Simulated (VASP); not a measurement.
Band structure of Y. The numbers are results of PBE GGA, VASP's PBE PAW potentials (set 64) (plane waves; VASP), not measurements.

The cell holds a wide vacuum, so values per volume refer to the whole cell.

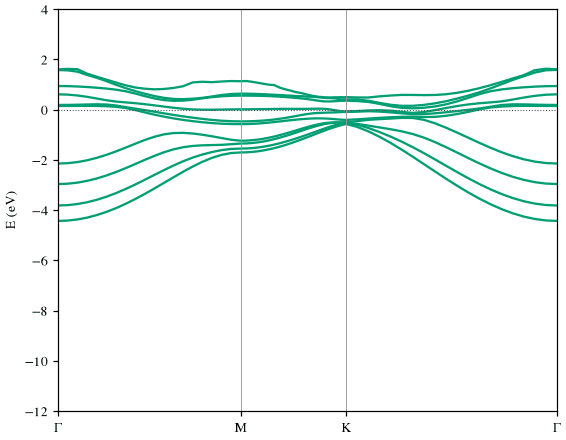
Figure. Bands along high-symmetry lines, zero at the valence-band maximum or, without a gap, the Fermi level

Question: Read the plot: is there a gap, and where are the band edges?

Answer: It has no gap at this level: it comes out as a metal or semimetal.

The cell is a sheet with vacuum, built from a generated structure.
